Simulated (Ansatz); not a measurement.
## Single-point calculation of SiH4

System: SiH4.
Method: RKS B97M-V/def2-TZVPP (Ansatz 0.2.0).

The geometry comes from this level: PBE0-D4/def2-TZVP.

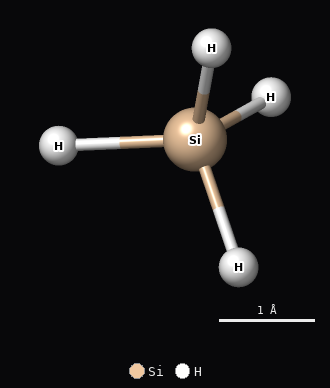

**Figure 1.** The structure (ball-and-stick view, seen at a tilt).

Key numbers

- outcome: converged
- total energy: −7940.5859 eV
- SCF solution under orbital rotations: stable
- hardware: 4 threads of Arm Neoverse V1, 23 GiB of memory available, shared host
- wall time: 1.1 s (CPU time 3.8 s)
- peak memory: 0.45 GiB

Input
```yaml
crystal:
  periodic: [false, false, false]
  atoms:
    - {symbol: Si, position_ang: [-1.695673, 0.922657, -0.487401]}
    - {symbol: H, position_ang: [-0.493536, 1.785187, -0.364083]}
    - {symbol: H, position_ang: [-1.351521, -0.298472, -1.258570]}
    - {symbol: H, position_ang: [-2.168479, 0.536376, 0.865934]}
    - {symbol: H, position_ang: [-2.769018, 1.667449, -1.192811]}
basis:
  gaussian: {orbitals: def2-TZVPP}
hamiltonian: {xc: {name: B97M-V}}
```

Run as:
```bash
ansatz run in.yaml --threads 4 --pin off --events-out ev --progress --plain --max-ram 9574MiB
```

Log
```
Functional definition: B97M-V
  name "B97M-V"
  cite "Mardirossian & Head-Gordon, J. Chem. Phys. 142, 074111 (2015) doi:10.1063/1.4907719"
  cite "Becke, J. Chem. Phys. 107, 8554 (1997) doi:10.1063/1.475007"
  cite "Vydrov & Van Voorhis, J. Chem. Phys. 133, 244103 (2010) doi:10.1063/1.3521275"
  # Of w^i u^j: cxij and so on, Table III.
  parameter cx00 = 1.000
  parameter cx01 = 1.308
  parameter cx02 = 1.901
  parameter cx10 = 0.416
  parameter cx11 = 3.070
  parameter css00 = 1.000
  parameter css02 = -1.855
  parameter css10 = -5.668
  parameter css32 = -20.497
  parameter css42 = -20.364
  parameter cos00 = 1.000
  parameter cos01 = 1.573
  parameter cos03 = -6.298
  parameter cos10 = 2.535
  parameter cos32 = -6.427
  parameter b = 6.0
  parameter c = 0.01
  gx(w, u) = cx00 + cx01*u + cx02*u^2 + (cx10 + cx11*u)*w
  gss(w, u) = css00 + css02*u^2 + css10*w + (css32*w^3 + css42*w^4)*u^2
  gos(w, u) = cos00 + cos01*u + cos03*u^3 + cos10*w + cos32*w^3*u^2
  exchange = spin_sum(e_x_unif_s*gx(b97_w, b97_u_x))
  correlation = spin_sum(e_c_pw_mod_same_spin*gss(b97_w, b97_u_same))
      + integral(e_c_pw_mod_opposite_spin*gos(b97_w_opposite, b97_u_opposite)) + vv10(b, c)
524 factors; their error is unknown
mean field evaluation 1: about -7940.0482 eV, gradient 1.1e1 eV
mean field evaluation 2: about -7940.4741 eV, gradient 6.0e0 eV
mean field evaluation 4: about -7940.5998 eV, gradient 1.4e-1 eV
mean field evaluation 8: about -7940.5858 eV, gradient 1.2e-1 eV
mean field -7940.58581913 eV, -291.8111465306 hartree, gradient 4.1e-5 eV, S^2 0.000000; 0 other end points of the search recorded, 0 dependent functions left out
reference -7940.58587156 eV, -291.8111484574 hartree; 9, 9 occupied and 89, 89 virtual orbitals, 524 factors
Total energy: -7940.58587156 eV, -291.8111484574 hartree
```
